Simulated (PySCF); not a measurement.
# C2H8BF2NSi: the cost of one run

Computed with PySCF 2.14.0, with density-fitted response routines of our own, on a single molecule in the gas phase. Atoms are numbered from 0 throughout.

### Step 1. The starting structure

15 atoms, charge 0, multiplicity 1; geometry from: GFN2-xTB.

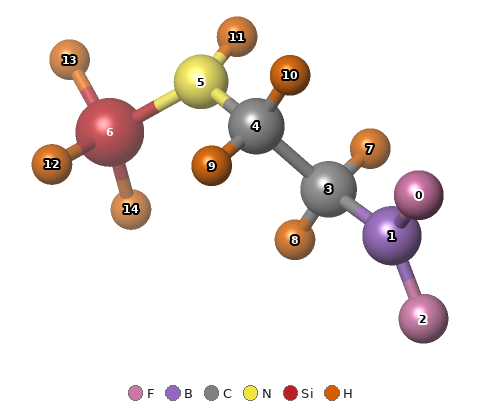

As it starts; fluorine pink, boron purple, carbon grey, nitrogen yellow, silicon red, hydrogen orange, atoms numbered.

### Step 2. Excited states and response: wB97X-D/def2-SVPD

Job settings and geometry (Å):

```
{"job": {"kind": "uv", "xc": "wB97X-D", "basis": "def2-SVPD", "nstates": 8, "ntriplets": 3}, "charge": 0, "multiplicity": 1}
F     -2.882574     1.668796     0.292950
B     -2.498516     0.604407    -0.382464
F     -3.312424     0.283286    -1.368098
C     -1.195221    -0.212856    -0.038629
C     -0.020842     0.661622     0.454005
N      1.146936    -0.099134     0.808377
Si     2.291328    -0.672386    -0.341719
H     -1.426649    -0.932899     0.753379
H     -0.863418    -0.799355    -0.896979
H      0.264217     1.356662    -0.337839
H     -0.351074     1.247858     1.318257
H      0.987606    -0.664276     1.629322
H      2.704450     0.503417    -1.106957
H      3.355446    -1.244902     0.477987
H      1.796322    -1.692253    -1.283504
```

With the program's defaults for keys left out, this is: TDDFT wB97X-D/def2-SVPD, vertical, gas phase, core orbitals frozen in the response.

Launch:

```console
$ OMP_NUM_THREADS=1 python probes_run.py task.json out
```

The driver reads the jobs from task.json and runs them one after another.

**Question.** How long does this job take on 1 thread of Intel Xeon Platinum 8488C, shared host, and how much memory does it need?

About 50 s, with a peak of 0.9 GiB.
